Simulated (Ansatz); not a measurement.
Band structure of a (001) slab of ZrV (cut from a parent of space group no. 166; 6 atoms in the cell).

```
CELL_PARAMETERS angstrom
      3.15530     0.00000     0.00000
     -1.57765     2.73257     0.00000
      0.00000     0.00000    28.60170
ATOMIC_POSITIONS crystal
  Zr 0.66667 0.33333 0.63218
  Zr 0.33333 0.66667 0.27970
  Zr 0.00000 0.00000 0.45594
  V  0.00000 0.00000 0.72030
  V  0.66667 0.33333 0.36782
  V  0.33333 0.66667 0.54406
```
Moments meant for the start (each program seeds them in its own way; μB, in the order of the atoms Zr Zr Zr V V V): 0.0 0.0 0.0 2.0 2.0 2.0.

Computed with PBE (plane waves, PAW; Ansatz, a program for electronic structure).

Settings: kpoints.mp_grid.grid = 11 11 1; hamiltonian.xc = pbe; hamiltonian.pseudopotentials = {kind: paw} (the program's default PAW files); magnetization.spin_polarized = true; scf.occupations.method = cold; scf.occupations.width = 0.01 Ry; kpoints.band_path.path = [[0.0, 0.0, 0.0], [0.5, 0.0, 0.0], [0.33333333, 0.33333333, 0.0], [0.0, 0.0, 0.0]]; kpoints.band_path.npoints = 10.

The starting cell was generated: these elements placed on a structure prototype, without a prior relaxation; it need not be a known phase or ordering of this composition. The slab is cut from that crystal, and its faces are unrelaxed. The magnetic order is the one reached from the typed start; others were not searched systematically. The two faces of this cut differ, and no dipole correction was used.

These are the values that this program gave, and no reference: magnetic slabs can end in a higher state.

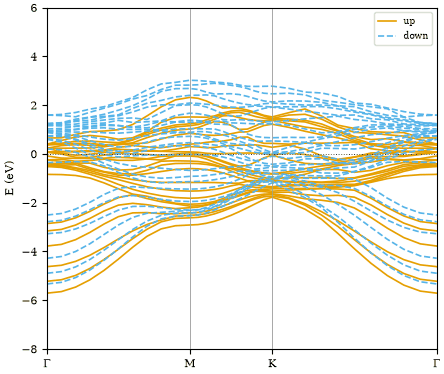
Fig. 1. Bands along the path, energies from the Fermi level.

Levels in eV from the Fermi level, bands 37 to 44 of the first spin channel:
```json
[
 {"point": "Γ", "37": "-0.25", "38": "-0.25", "39": "-0.08", "40": "0.07", "41": "0.08", "42": "0.08", "43": "0.23", "44": "0.23"},
 {"point": "M", "37": "-0.29", "38": "-0.08", "39": "-0.04", "40": "0.05", "41": "0.08", "42": "0.30", "43": "0.40", "44": "0.84"},
 {"point": "K", "37": "-1.02", "38": "-0.82", "39": "-0.81", "40": "-0.05", "41": "-0.03", "42": "0.27", "43": "0.43", "44": "1.22"}
]
```

Bands cross the Fermi level along this path, so the cell is metallic at this level.

The net moment of the cell came out as 6.06 μB.

Keys are those of Ansatz 0.2.
